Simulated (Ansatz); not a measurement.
Cost and result by functional for the surface energy of the (10-13) surface of hcp Lu in its 1x1 cell, outermost plane spacing 0.26 Å in the ideal cut (one of several cuts of this face), in Ansatz (plane waves, PAW). Single points on the PBE structure, on one kind of machine; costs are rough ratios of the slab run's core time (references not counted) to the cheapest single point. r2SCAN's cost holds its higher cutoff (500 against 420 eV). Differences are taken against r2SCAN for comparison alone: no measured value is at hand, so the table doesn't rank accuracy.

Model: 14-atom slab, 9.6 Å thick at the start (thin: gaps and levels are the slab's own), 11x4x1 mesh, Fermi-Dirac 0.1 eV, dipole correction, all atoms relaxed; held to the part of the start's symmetry that mesh and held atoms allow; no spin, no spin-orbit, no U. These notes are the PBE run's.

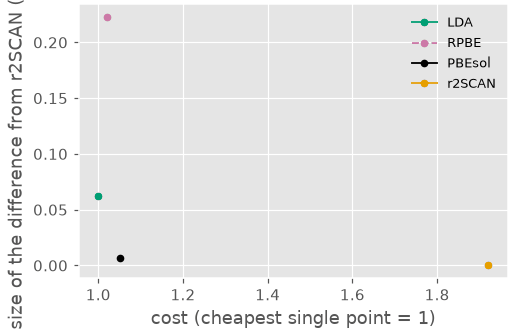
Difference from r2SCAN against cost

| functional | relative cost | surface energy (J/m²) | less r2SCAN (J/m²) |
|---|---|---|---|
| LDA | 1 | 1.37 | 0.06 |
| RPBE | 1 | 1.09 | -0.22 |
| PBEsol | 1 | 1.32 | 0.01 |
| r2SCAN | 2 | 1.31 | 0.00 |
| PBE (the relaxed run's value) | – | 1.19 | -0.12 |

The values span 0.29 J/m², while the single points' costs differ by a factor of roughly 2. Differences are of unrounded values.

Ansatz is a quantum-chemistry and plane-wave program.
